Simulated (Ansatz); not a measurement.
```xyz
9
Lattice="3.9049 6.7634 0.0000 -7.8097 0.0000 0.0000 0.0000 0.0000 4.6171" Properties=species:S:1:pos:R:3 pbc="T T T"
Ag    0.0000    4.5090    2.3086
Ag   -3.9049    2.2545    2.3086
Ag    0.0000    0.0000    0.0000
Rb   -3.2449    0.0000    0.0000
Rb    1.6225    2.8102    0.0000
Rb   -2.2824    3.9532    0.0000
Ge   -5.8800    0.0000    2.3086
Ge    2.9400    5.0922    2.3086
Ge   -0.9649    1.6712    2.3086
```

Space group P-62m; built by placing these elements on a known structure type; not relaxed (largest force 1.6 eV/Å).

Theory: DFT, PAW plane waves, HSE06 (Ansatz).

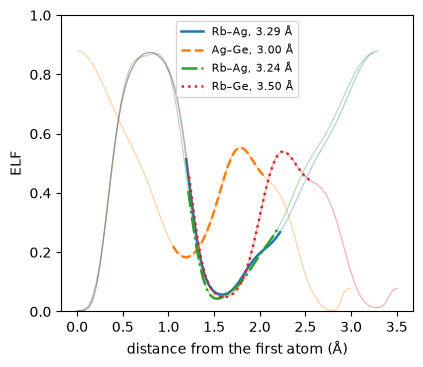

RbAgGe. ELF along straight lines between neighbouring atoms. Thin, pale parts lie inside the atomic spheres.

Core electrons are frozen (PAW), and the valence fields are smoothed inside the atomic spheres.

Question: What can be read from the curves?

Answer: Rb–Ag (3.29 Å): the ELF is about 0.05 at the midpoint (no localised pair shows between them).
Ag–Ge (3.00 Å): the ELF is about 0.35 at the midpoint (no localised pair shows between them).
Rb–Ag (3.24 Å): the ELF is about 0.05 at the midpoint (no shared electron pair shows on this line).
Rb–Ge (3.50 Å): the ELF peaks at about 0.55 in the valence shell of Ge, 1.2 Å from its nucleus, and drops to about 0.05 between the two atoms (no shared electron pair shows on this line).
